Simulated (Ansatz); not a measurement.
# GeW3: relaxing a made-up structure

This structure for GeW3 is made up. Its elements were placed in a known structure type with a cell scaled to their sizes. What cell does the guess relax to, and how far off was it?

Method: DFT, PBE, plane-wave PAW, files of the set soft_1, scalar-relativistic, no spin, cell and ions relaxed at zero pressure; PAW set soft_1, in Ansatz 0.2.0.

### 1. The structure

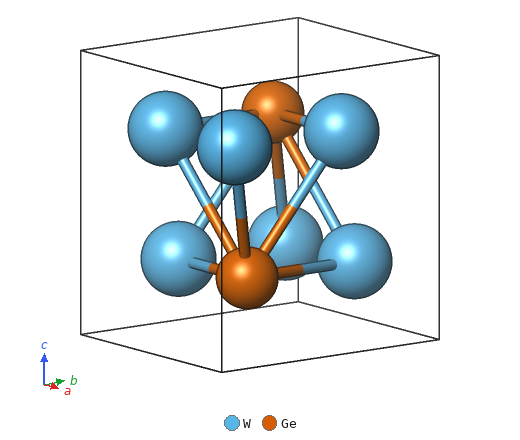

The starting structure, seen slightly off an axis (tungsten blue, germanium orange).

Structure file:

```cif
data_structure
_symmetry_space_group_name_H-M 'P6_3/mmc'
_symmetry_Int_Tables_number 194
_cell_length_a 6.0870
_cell_length_b 6.0870
_cell_length_c 4.8160
_cell_angle_alpha 90.000
_cell_angle_beta 90.000
_cell_angle_gamma 120.000
_cell_volume 154.53
loop_
_atom_site_label
_atom_site_type_symbol
_atom_site_symmetry_multiplicity
_atom_site_Wyckoff_symbol
_atom_site_fract_x
_atom_site_fract_y
_atom_site_fract_z
_atom_site_occupancy
W1 W 6 h 0.16980 0.33960 0.25000 1
Ge1 Ge 2 d 0.66667 0.33333 0.25000 1
```

### 2. Relaxing cell and atoms

The guess takes its coordinates from another compound and its volume from a rule, so the cell and any free coordinates are relaxed together.

input.yaml reads:

```yaml
crystal:
  lattice:
    - [6.087, 0.0, 0.0]
    - [-3.0435, 5.271496633, 0.0]
    - [0.0, 0.0, 4.816]
  atoms:
    - { symbol: W, position: [0.169799995, 0.33959999, 0.25] }
    - { symbol: W, position: [0.169799995, 0.830200005, 0.25] }
    - { symbol: W, position: [0.66040001, 0.830200005, 0.25] }
    - { symbol: W, position: [0.830200005, 0.66040001, 0.75] }
    - { symbol: W, position: [0.830200005, 0.169799995, 0.75] }
    - { symbol: W, position: [0.33959999, 0.169799995, 0.75] }
    - { symbol: Ge, position: [0.666666667, 0.333333333, 0.25] }
    - { symbol: Ge, position: [0.333333333, 0.666666667, 0.75] }
kpoints:
  mp_grid: { grid: [5, 5, 6] }
scf:
  occupations: { method: fermi_dirac, width: 0.05 }
hamiltonian:
  xc: pbe
  pseudopotentials: { kind: paw, azcp: { folder: soft_1 } }
relax:
  f_tol: 0.015
  max_steps: 70
  cell: {}
output:
  forces: true
  stress: true
```

Command:

```bash
> ansatz run input.yaml --threads 4 --pin off --max-ram 10240MiB --backend cpu --events-out ev --progress --plain --runs-dir out
```

Numbers of over 12 decimals in the logs are rounded to 6 here.

The program printed:

```text
Engine: ansatz 0.2.0, x86_64-unknown-linux-gnu
Pseudopotentials: kind: paw
Pseudopotential: W, paw, valence charge 14, recommended cutoff 420 eV (normal), soft_1/W.paw.azcp
Pseudopotential: Ge, paw, valence charge 14, recommended cutoff 420 eV (normal), soft_1/Ge.paw.azcp
Functional definition: PBE
  parameter kappa = 0.804
  parameter beta = 0.066725
  exchange = pbe_x(kappa = kappa, mu = beta*pi^2/3)
  correlation = pbe_c(beta = beta)
Crystal: 8 atoms, lattice volume = 154.534 Å³
Basis set: ecut = 420 eV, 2951 PW (Γ), exchange–correlation on 90×90×72 points (8 copies of the dense FFT grid, shifted against one another)
Bands: 68, of which v1, the nominal top of the filled ones, is band 56 counted from 1 (55 counted from 0)
Symmetry: 24 space group operations
Space group: P63/mmc (ITA 194), of the structure as read, at distance tolerance 5.4e-5 Å
k-points: 20 of 150
Non-local potential: W, projectors of the file, l = 0: 3, l = 1: 2, l = 2: 2, l = 3: 1
Non-local potential: Ge, projectors of the file, l = 0: 2, l = 1: 2, l = 2: 3, l = 3: 1
PAW form: soft (Blöchl's): semilocal exchange-correlation on the pseudo side does not see the compensation charge
PAW one-centre angular grid: W, 590 points (default); XC on 64 Gauss nodes
PAW one-centre angular grid: Ge, 590 points (default); XC on 64 Gauss nodes
Initial density: superposition of atomic densities (chi_scale 0.1, normalization cell, long waves kept (reshape's long-wave potential 0.01 eV rms))
Initial wavefunctions: pseudopotential atomic-orbital guess
Functional: x = pbe(κ = 0.804, μ = 0.219515), c = pbe(β = 0.066725)
SCF iter   1: F=—  HF=-70900.964646 eV  |F-HF|=—  |Δ(HF+E_count)|=         —  Δρ=6.04e-2  dr2=6.00e0  ethr=3.10e-3  ⟨swp⟩=5.9  Hψ=5195  notcnv=0
preconditioner: auto → Kerker (q_TF=auto, 2.586 Å⁻¹)  [metal: Δε(μ)=0.014 eV  Ē_g=4.857 eV  σ=0.050 eV  W_gap=0.07  n_scr=44 (ndim 8)  ℏωp=19.8 eV  f_vac=0.000  D(μ)=5.38/eV (n_scr^D=44)]
SCF iter   2: F=—  HF=-70899.700686 eV  |F-HF|=—  |Δ(HF+E_count)|=    1.26e0  Δρ=3.44e-2  dr2=1.87e0  ethr=3.10e-3  ⟨swp⟩=2.4  Hψ=2046  notcnv=0  defer=32
SCF iter   3: F=—  HF=-70899.154632 eV  |F-HF|=—  |Δ(HF+E_count)|=   5.46e-1  Δρ=4.25e-3  dr2=1.42e-2  ethr=1.67e-3  ⟨swp⟩=3.0  Hψ=2534  notcnv=0  defer=32
SCF iter   4: F=—  HF=-70899.148684 eV  |F-HF|=—  |Δ(HF+E_count)|=   5.95e-3  Δρ=1.99e-3  dr2=4.29e-3  ethr=1.27e-5  ⟨swp⟩=2.3  Hψ=2384  notcnv=0  defer=29
SCF iter   5: F=—  HF=-70899.148301 eV  |F-HF|=—  |Δ(HF+E_count)|=   3.83e-4  Δρ=8.93e-4  dr2=9.52e-4  ethr=3.83e-6  ⟨swp⟩=2.0  Hψ=1576  notcnv=0  defer=29
SCF iter   6: F=—  HF=-70899.148166 eV  |F-HF|=—  |Δ(HF+E_count)|=   1.35e-4  Δρ=1.94e-4  dr2=5.23e-5  ethr=8.50e-7  ⟨swp⟩=2.0  Hψ=1771  notcnv=0  defer=29
SCF iter   7: F=—  HF=-70899.148269 eV  |F-HF|=—  |Δ(HF+E_count)|=   1.04e-4  Δρ=2.19e-5  dr2=7.84e-7  ethr=4.67e-8  ⟨swp⟩=2.0  Hψ=1970  notcnv=0  defer=29
SCF iter   8: F=-70899.148269 eV  HF=-70899.148269 eV  |F-HF|=6.46e-9  |Δ(HF+E_count)|=   3.00e-7  Δρ=2.65e-6  dr2=1.34e-8  ethr=8.93e-11  ⟨swp⟩=4.0  Hψ=4142  notcnv=0
SCF 1 converged in 8 iterations: F = -70899.148269 eV  dr2 = 1.34e-8
  greatest PAW one-centre occupation: 0.999 electrons in one spin orbital (limit 2), on the W atom at site 5 (counted from 0), in its partial waves of l = 0
relax step   1: F+E_penalty+E_count = -70899.14826916 eV  Δ(F+E_penalty+E_count) = +0.000e0 eV  max|allowed force component| = 8.403e-1 eV/Å  Δτ_max = 0.0000 Å  P = -32.781 GPa  Ω = 154.534 Å³  (8 SCF iters, dr2 threshold 1.00e-7 eV, accepted)
Crystal: 8 atoms, lattice volume = 134.495 Å³
Basis set: ecut = 420 eV, 2643 PW (Γ), exchange–correlation on 90×90×72 points (8 copies of the dense FFT grid, shifted against one another)
Initial density: handed on by an earlier stage of this run
Initial wavefunctions: those handed on with the density
iter 1 solved again at ethr=1.82e-4 eV; its pass at ethr=3.10e-3 eV (dr2=2.03e-1 eV) is discarded
SCF iter   1: F=—  HF=-70902.581626 eV  |F-HF|=—  |Δ(HF+E_count)|=         —  Δρ=9.27e-3  dr2=2.05e-1  ethr=1.82e-4  ⟨swp⟩=1.4  Hψ=6114  notcnv=0
preconditioner: auto → Kerker (q_TF=auto, 2.646 Å⁻¹)  [metal: Δε(μ)=0.055 eV  Ē_g=11.950 eV  σ=0.050 eV  W_gap=0.26  n_scr=44 (ndim 8)  ℏωp=25.6 eV  f_vac=0.000  D(μ)=5.41/eV (n_scr^D=44)]
SCF iter   2: F=—  HF=-70902.558920 eV  |F-HF|=—  |Δ(HF+E_count)|=   2.27e-2  Δρ=5.49e-3  dr2=8.57e-2  ethr=1.82e-4  ⟨swp⟩=1.1  Hψ=1361  notcnv=0
SCF iter   3: F=—  HF=-70902.542488 eV  |F-HF|=—  |Δ(HF+E_count)|=   1.64e-2  Δρ=7.26e-4  dr2=5.53e-4  ethr=7.65e-5  ⟨swp⟩=2.0  Hψ=1996  notcnv=0
SCF iter   4: F=—  HF=-70902.542587 eV  |F-HF|=—  |Δ(HF+E_count)|=   9.93e-5  Δρ=2.63e-4  dr2=1.16e-4  ethr=4.93e-7  ⟨swp⟩=2.2  Hψ=1923  notcnv=0
SCF iter   5: F=—  HF=-70902.542484 eV  |F-HF|=—  |Δ(HF+E_count)|=   1.03e-4  Δρ=9.45e-5  dr2=1.20e-5  ethr=1.03e-7  ⟨swp⟩=2.0  Hψ=1991  notcnv=0
SCF iter   6: F=-70902.542482 eV  HF=-70902.542482 eV  |F-HF|=1.30e-7  |Δ(HF+E_count)|=   2.07e-6  Δρ=2.32e-5  dr2=6.18e-7  ethr=7.14e-10  ⟨swp⟩=2.7  Hψ=4746  notcnv=0
SCF 2 converged in 6 iterations: F = -70902.542482 eV  dr2 = 6.18e-7
relax step   2: F+E_penalty+E_count = -70902.54248189 eV  Δ(F+E_penalty+E_count) = -3.394e0 eV  max|allowed force component| = 7.238e-1 eV/Å  Δτ_max = 0.0366 Å  P = -14.485 GPa  Ω = 134.495 Å³  energy of the carried Pulay correction = +7.144e-3 eV  (6 SCF iters, dr2 threshold 8.00e-7 eV, accepted)
Crystal: 8 atoms, lattice volume = 121.041 Å³
Basis set: ecut = 420 eV, 2337 PW (Γ), exchange–correlation on 90×90×72 points (8 copies of the dense FFT grid, shifted against one another)
iter 1 solved again at ethr=4.02e-4 eV; its pass at ethr=3.10e-3 eV (dr2=4.50e-1 eV) is discarded
SCF iter   1: F=—  HF=-70903.009911 eV  |F-HF|=—  |Δ(HF+E_count)|=         —  Δρ=1.54e-2  dr2=4.56e-1  ethr=4.02e-4  ⟨swp⟩=1.4  Hψ=6352  notcnv=0
preconditioner: auto → Kerker (q_TF=auto, 2.693 Å⁻¹)  [metal: Δε(μ)=0.018 eV  Ē_g=12.481 eV  σ=0.050 eV  W_gap=0.09  n_scr=44 (ndim 8)  ℏωp=27.0 eV  f_vac=0.000  D(μ)=4.10/eV (n_scr^D=26)]
SCF iter   2: F=—  HF=-70902.944456 eV  |F-HF|=—  |Δ(HF+E_count)|=   6.55e-2  Δρ=9.23e-3  dr2=1.90e-1  ethr=4.02e-4  ⟨swp⟩=1.8  Hψ=1436  notcnv=0
SCF iter   3: F=—  HF=-70902.897099 eV  |F-HF|=—  |Δ(HF+E_count)|=   4.74e-2  Δρ=1.15e-3  dr2=1.14e-3  ethr=1.70e-4  ⟨swp⟩=2.0  Hψ=1999  notcnv=0
SCF iter   4: F=—  HF=-70902.897034 eV  |F-HF|=—  |Δ(HF+E_count)|=   6.46e-5  Δρ=2.64e-4  dr2=1.26e-4  ethr=1.02e-6  ⟨swp⟩=2.0  Hψ=1993  notcnv=0
SCF iter   5: F=—  HF=-70902.897046 eV  |F-HF|=—  |Δ(HF+E_count)|=   1.16e-5  Δρ=1.16e-4  dr2=1.36e-5  ethr=1.12e-7  ⟨swp⟩=2.0  Hψ=1987  notcnv=0
SCF iter   6: F=—  HF=-70902.897037 eV  |F-HF|=—  |Δ(HF+E_count)|=   8.73e-6  Δρ=3.91e-5  dr2=1.34e-6  ethr=1.21e-8  ⟨swp⟩=2.0  Hψ=1936  notcnv=0
SCF iter   7: F=-70902.897037 eV  HF=-70902.897037 eV  |F-HF|=3.10e-9  |Δ(HF+E_count)|=   1.00e-7  Δρ=4.75e-6  dr2=1.79e-8  ethr=7.14e-10  ⟨swp⟩=3.5  Hψ=3734  notcnv=0
SCF 3 converged in 7 iterations: F = -70902.897037 eV  dr2 = 1.79e-8
relax step   3: F+E_penalty+E_count = -70902.89703692 eV  Δ(F+E_penalty+E_count) = -3.546e-1 eV  max|allowed force component| = 9.811e-1 eV/Å  Δτ_max = 0.0605 Å  P = +13.118 GPa  Ω = 121.041 Å³  energy of the carried Pulay correction = +1.253e-2 eV  (7 SCF iters, dr2 threshold 8.00e-7 eV, accepted)
[...]
relax step   4: F+E_penalty+E_count = -70903.15668873 eV  Δ(F+E_penalty+E_count) = -2.597e-1 eV  max|allowed force component| = 2.228e-1 eV/Å  Δτ_max = 0.0388 Å  P = -1.846 GPa  Ω = 126.921 Å³  energy of the carried Pulay correction = +1.011e-2 eV  (6 SCF iters, dr2 threshold 8.00e-7 eV, accepted)
[...]
relax step   5: F+E_penalty+E_count = -70903.17191977 eV  Δ(F+E_penalty+E_count) = -1.523e-2 eV  max|allowed force component| = 5.405e-2 eV/Å  Δτ_max = 0.0071 Å  P = -0.158 GPa  Ω = 126.190 Å³  energy of the carried Pulay correction = +1.040e-2 eV  (6 SCF iters, dr2 threshold 8.00e-7 eV, accepted)
[...]
relax step   6: F+E_penalty+E_count = -70903.17253055 eV  Δ(F+E_penalty+E_count) = -6.108e-4 eV  max|allowed force component| = 1.449e-3 eV/Å  Δτ_max = 0.0027 Å  P = -0.008 GPa  Ω = 126.168 Å³  energy of the carried Pulay correction = +1.041e-2 eV  (6 SCF iters, dr2 threshold 2.67e-7 eV, accepted)
Basis set: ecut = 420 eV, 2427 PW (Γ), exchange–correlation on 80×80×64 points (8 copies of the dense FFT grid, shifted against one another)
Initial wavefunctions: pseudopotential atomic-orbital guess (no wavefunctions were taken with the density)
iter 1 solved again at ethr=1.35e-8 eV; its pass at ethr=3.10e-3 eV (dr2=1.51e-5 eV) is discarded
SCF iter   1: F=—  HF=-70903.165647 eV  |F-HF|=—  |Δ(HF+E_count)|=         —  Δρ=2.73e-4  dr2=1.08e-5  ethr=1.35e-8  ⟨swp⟩=3.0  Hψ=8318  notcnv=0
preconditioner: auto → Kerker (q_TF=auto, 2.675 Å⁻¹)  [metal: Δε(μ)=0.025 eV  Ē_g=12.278 eV  σ=0.050 eV  W_gap=0.12  n_scr=44 (ndim 8)  ℏωp=26.4 eV  f_vac=0.000  D(μ)=5.26/eV (n_scr^D=46)]
SCF iter   2: F=—  HF=-70903.165692 eV  |F-HF|=—  |Δ(HF+E_count)|=   4.52e-5  Δρ=1.49e-4  dr2=3.93e-6  ethr=9.67e-9  ⟨swp⟩=2.0  Hψ=1560  notcnv=0
SCF iter   3: F=—  HF=-70903.165697 eV  |F-HF|=—  |Δ(HF+E_count)|=   5.30e-6  Δρ=3.47e-5  dr2=2.19e-7  ethr=3.51e-9  ⟨swp⟩=2.8  Hψ=2561  notcnv=0
SCF iter   4: F=—  HF=-70903.165698 eV  |F-HF|=—  |Δ(HF+E_count)|=   1.15e-7  Δρ=5.42e-6  dr2=2.22e-8  ethr=1.95e-10  ⟨swp⟩=2.5  Hψ=2349  notcnv=0
SCF iter   5: F=—  HF=-70903.165698 eV  |F-HF|=—  |Δ(HF+E_count)|=  8.00e-10  Δρ=6.70e-7  dr2=4.92e-10  ethr=1.99e-11  ⟨swp⟩=2.0  Hψ=1973  notcnv=0
SCF iter   6: F=-70903.165698 eV  HF=-70903.165698 eV  |F-HF|=0.00e0  |Δ(HF+E_count)|=  7.28e-11  Δρ=9.57e-8  dr2=6.31e-12  ethr=1.00e-12  ⟨swp⟩=4.0  Hψ=4150  notcnv=0
SCF 7 converged in 6 iterations: F = -70903.165698 eV  dr2 = 6.31e-12
relax step   7: F+E_penalty+E_count = -70903.16569755 eV  Δ(F+E_penalty+E_count) = +6.833e-3 eV  max|allowed force component| = 1.802e-3 eV/Å  Δτ_max = 0.0000 Å  P = -0.040 GPa  Ω = 126.168 Å³  stress off target by 4.29e-2 GPa  SCF on the basis re-selected at this cell (its energy is not comparable with the rows above)  (6 SCF iters)
basis re-selected at this cell: Δ(F+E_penalty+E_count) = +6.833e-3 eV, ΔP = -0.032 GPa vs the last step (what re-selecting the basis moved, of the pressure what is left beyond the Pulay correction that the steps carried, after the strain that the cell walked since its last selection, with what the two solves' SCF thresholds leave and, on support functions, any second-order correction that the steps lacked; it is no measure of the basis error at this ecutwfc). The dense FFT grid was sized anew with the basis: this SCF ran on 40×40×32 points, the steps before it on 45×45×36, so part of this shift can come from that change (see relax.cell in the input reference). [rest of the remark cut]
SCF converged after 6 iterations
Free energy (F): -70903.165698 eV
Harris-Foulkes:  -70903.165698 eV  (|F-HF|=0.00e0)
Internal energy: -70903.124406 eV  (E = F + TS)
E sigma→0 (E₀):  -70903.145052 eV
Entropy (-TS):   -0.041291 eV (-5.161 meV/atom)
Fermi energy:    20.613619 eV
--- Per-component energies (eV) ---
  E_band       = -636.595951
  E_kinetic    = 2723.861702
  E_local      = -6782.300333  (includes V_loc(G=0)·N_el)
  E_nonlocal   = 290.214523
  E_hartree    = 3110.052274
  E_xc         = -1749.643239
  E_vxc        = -1519.221403  (∫ρ·V_xc dr)
  E_paw        = -55500.678411  (= ΣΔE_a)
  E_vpaw       = -1569.255841  (= ΣTr[D̂ρ^β])
  E_aug_tail   = 0.000955  (compensation charges beyond the density's cutoff)
  E_ewald      = -12994.631876
  E_smearing   = -0.041291  (= −TS)
  E_closure    = -0.000000  (closes the sum)
  Σ components = -70903.165698   (vs F -70903.165698, Δ=0.00e0)
--- Forces (eV/Å), atoms counted from 1 ---
  atom   1  W      0.00000000     0.00180249     0.00000000
  atom   2  W      0.00156100    -0.00090124     0.00000000
  atom   3  W     -0.00156100    -0.00090124     0.00000000
  atom   4  W     -0.00000000    -0.00180249     0.00000000
  atom   5  W     -0.00156100     0.00090124     0.00000000
  atom   6  W      0.00156100     0.00090124     0.00000000
  atom   7  Ge    -0.00000000     0.00000000     0.00000000
  atom   8  Ge     0.00000000    -0.00000000     0.00000000
  max |Σ_I F_I| component: 5.85e-18 eV/Å
--- Stress (GPa, compression-positive) ---
       -0.038658       0.000000       0.000000
        0.000000      -0.038658       0.000000
        0.000000       0.000000      -0.042944
  P = ⅓ Tr σ = -0.0401 GPa (-0.401 kbar)
--- Relaxed structure (6 steps of the walk, 6 accepted, 1 SCFs on fresh bases) ---
  F+E_penalty+E_count = -70903.16569755 eV   max|allowed force component| = 1.802e-3 eV/Å   (the final SCF, on the basis selected at the relaxed cell)
  cell:  # Å, volume = 126.1684 Å³
    - [5.578595, 0, 0.0]
    - [-2.789298, 4.831205, 0.0]
    - [0.0, 0.0, 4.681339]
  atoms:
    - { symbol: W, position: [0.163332, 0.326664, 0.25] }
    - { symbol: W, position: [0.163332, 0.836668, 0.25] }
    - { symbol: W, position: [0.673336, 0.836668, 0.25] }
    - { symbol: W, position: [0.836668, 0.673336, 0.750000] }
    - { symbol: W, position: [0.836668, 0.163332, 0.750000] }
    - { symbol: W, position: [0.326664, 0.163332, 0.750000] }
    - { symbol: Ge, position: [0.666667, 0.333333, 0.25] }
    - { symbol: Ge, position: [0.333333, 0.666667, 0.750000] }
```

Wall time 14 s (4 threads of AMD EPYC 7B13 (Zen 3), shared host); peak memory 0.73 GiB; 50 s of CPU time.

The steps of the relaxation:

```tsv
step	energy less that of the first step (eV)	largest force component (eV/Å)	pressure (GPa)	volume (Å³)
1	0.0000	0.8403	-32.78	154.53
2	-3.3942	0.7238	-14.48	134.50
3	-3.7488	0.9811	13.12	121.04
4	-4.0084	0.2228	-1.85	126.92
5	-4.0237	0.0541	-0.16	126.19
6	-4.0243	0.0014	-0.01	126.17
7*	-4.0174	0.0018	-0.04	126.17
```

Relaxation steps marked * repeat the geometry before them on a plane-wave basis chosen anew for their cell, so energy and pressure can jump there.

Forces are held to the 24 operations that the run works with; a distortion that breaks them can't arise in this run.

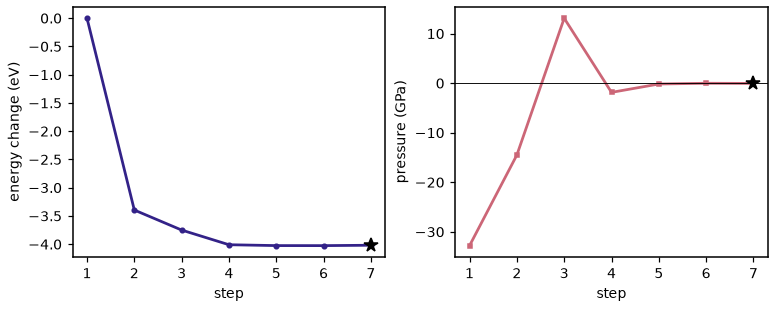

Energy and pressure along the relaxation. Stars mark steps on a basis chosen anew.

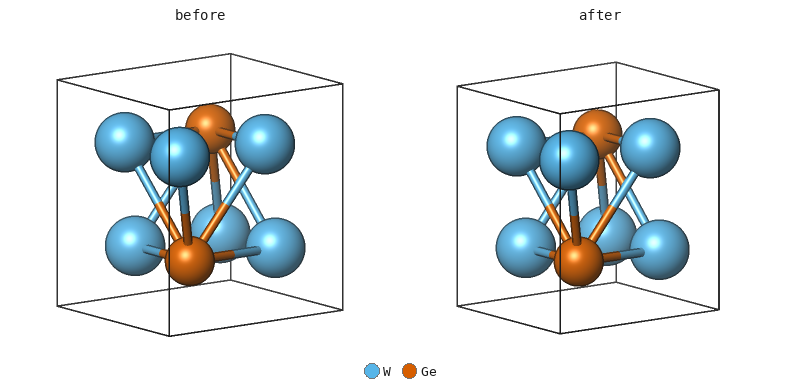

Before and after, at one scale.

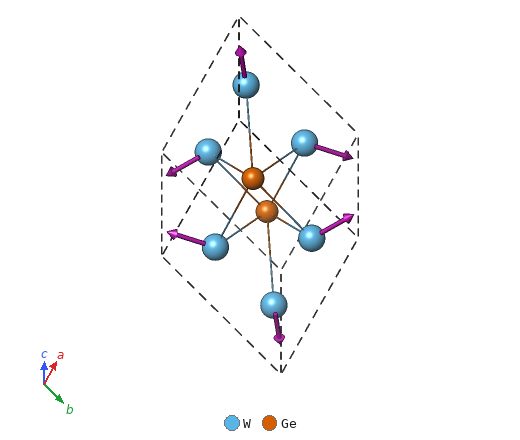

Displacements in the relaxation, exaggerated, measured against the changing cell; the longest in the cell stands for 0.06 Å.

```tsv
conventional cell, symmetrised	before	after	change
a (Å)	6.087	5.579	-8.4 %
b (Å)	6.087	5.579	-8.4 %
c (Å)	4.816	4.681	-2.8 %
volume (Å³/atom)	19.32	15.77	-18.4 %
```

The atoms that moved most (Å, as changes of fractional coordinates times the final cell):

```tsv
atom	dx	dy	dz	length
W4	0.000	0.062	0.000	0.062
W3	0.054	0.031	0.000	0.062
W2	-0.054	0.031	0.000	0.062
W5	0.054	-0.031	0.000	0.062
W6	-0.054	-0.031	0.000	0.062
W1	0.000	-0.062	0.000	0.062
```

The relaxed structure:

```xyz
8
Lattice="5.5786 0.0000 0.0000 -2.7893 4.8312 0.0000 0.0000 0.0000 4.6813" Properties=species:S:1:pos:R:3 pbc="T T T"
W     0.0000    1.5782    1.1703
W    -1.4226    4.0421    1.1703
W     1.4226    4.0421    1.1703
W     2.7893    3.2530    3.5110
W     4.2119    0.7891    3.5110
W     1.3667    0.7891    3.5110
Ge    2.7893    1.6104    1.1703
Ge    0.0000    3.2208    3.5110
```

Numbers from this step:

| Quantity | Value |
| --- | --- |
| free energy | -70903.1657 eV |
| energy at zero smearing | -70903.1451 eV |
| smearing term TS | 0.04129 eV |
| Fermi energy | 20.61 eV |
| electrons | 112 |
| symmetry operations | 24 |
| pressure | -0.04009 GPa |

The shortest distance of each pair, which need not be the same contact before and after:

```tsv
pair	guess (Å)	relaxed (Å)
W–W	2.986	2.733
Ge–W	2.962	2.789
Ge–Ge	4.260	3.981
```

The relaxation ends with a largest force component of 0.0018 eV/Å and a pressure of -0.04 GPa.

### 3. Outcome

```
space group, relaxed : P6_3/mmc
conventional cell    : a = 5.579, b = 5.579, c = 4.681 Å; α = 90.0°, β = 90.0°, γ = 120.0°
volume per atom      : 15.77 Å³ (guess 19.32)
```

**Reading.** GeW3 relaxes to P6_3/mmc with a = 5.579, b = 5.579 and c = 4.681 Å. The guessed volume was 22 % too large. The space group P6_3/mmc was held in the relaxation, so the end point is a stationary structure within it and may be a saddle against distortions or other arrangements. Mesh and cutoff weren't tested. A vector of the cell changed its length by 8 %, more than the volume shows. Spin-orbit coupling is left out, which can matter for elements this heavy. No dispersion term is used, so weakly bound directions may come out too long. The runs have no spin, and magnetism wasn't tested. Nothing here tests whether the compound is stable against decomposition.

[Logs are printed without paths, hosts, clocks, repeated set-up lines and the standing remarks that a program may print on its own settings, such as how far it seeks lower states.]

[Hosts, paths, dates, database ids (printed as entryN), source tags and the programs' standing remarks are cut or masked in the printed files.]
